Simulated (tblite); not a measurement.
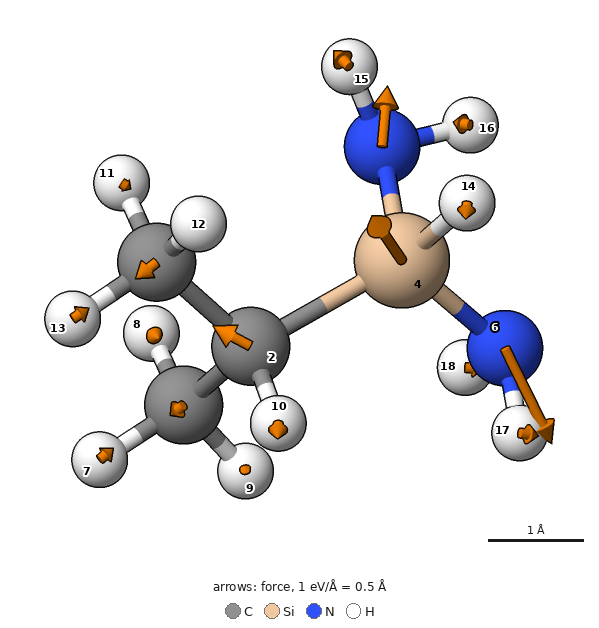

Starting geometry of C$_{3}$H$_{12}$N$_{2}$Si with the computed forces as orange arrows. Style: ball-and-stick. Shown from a free direction.

The calculation used GFN2-xTB geometry optimisation, gas phase (tblite). 

Is this structure relaxed? If not, where do the atoms go?

Answer. It isn't relaxed: the largest force vector, on an N atom, is 2.38 eV/Å. The final displacements have little in common with the starting forces (cosine between the two patterns 0.26). An H atom moves most after the best rigid fit: 0.49 Å. Largest moves by element: H 0.49 Å, N 0.15 Å, Si 0.09 Å, C 0.08 Å. Among the contacts that change: N–Si 1.673 → 1.728 Å, C–Si 1.880 → 1.914 Å, N–Si 1.700 → 1.726 Å, C–H 1.107 → 1.090 Å. Bond angles that change, for instance: Si–N–H 106.6° → 116.9°, Si–N–H 108.1° → 117.3°, N–Si–H 108.5° → 117.5°. After 66 geometry steps the energy has fallen by 0.437 eV.
